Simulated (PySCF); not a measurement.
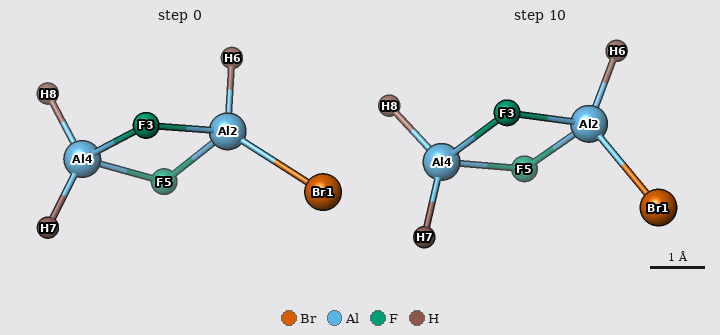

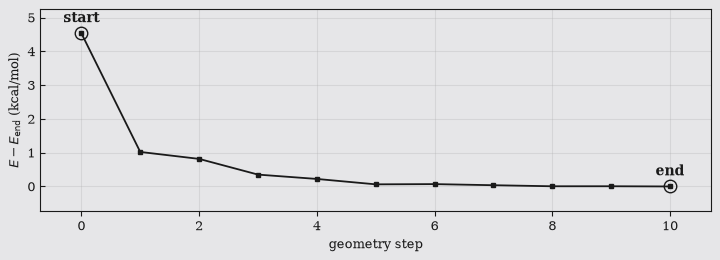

First and last geometry of a relaxation of Al2H3BrF2, with the history of the run. A ball-and-stick model, seen at a tilt.

The start comes from GFN2-xTB. Its atoms were then displaced at random by about 0.01 Å.

These are results of PBE0-D3(BJ)/def2-SVP geometry optimisation, gas phase in PySCF 2.14.0, density-fitted response routines, not measurements. 

Read the history and describe the run.

It converged. Br1 moves most after the best rigid fit: 0.55 Å. By element the largest moves are Br 0.55 Å, H 0.48 Å, F 0.27 Å, Al 0.16 Å. Near-neighbour distances that change, for instance: F3–Al4 1.800 → 1.856 Å, Al4–F5 1.806 → 1.855 Å, Al2–H6 1.516 → 1.564 Å, Al4–H7 1.527 → 1.573 Å. Among the angles between lasting bonds that change: Br1–Al2–F3 118.3° → 108.6°, F3–Al2–H6 103.4° → 112.3°, Br1–Al2–F5 117.4° → 108.8°. The energy falls by 4.54 kcal/mol in 10 geometry steps. Cost: 61 s on 1 thread of Arm Neoverse V1, on a shared host.

| step | E − E(0), kcal/mol |
| --- | --- |
| 0 | 0.00 |
| 1 | -3.51 |
| 2 | -3.72 |
| 3 | -4.19 |
| 4 | -4.31 |
| 5 | -4.47 |
| 6 | -4.47 |
| 7 | -4.50 |
| 8 | -4.53 |
| 9 | -4.53 |
| 10 | -4.54 |
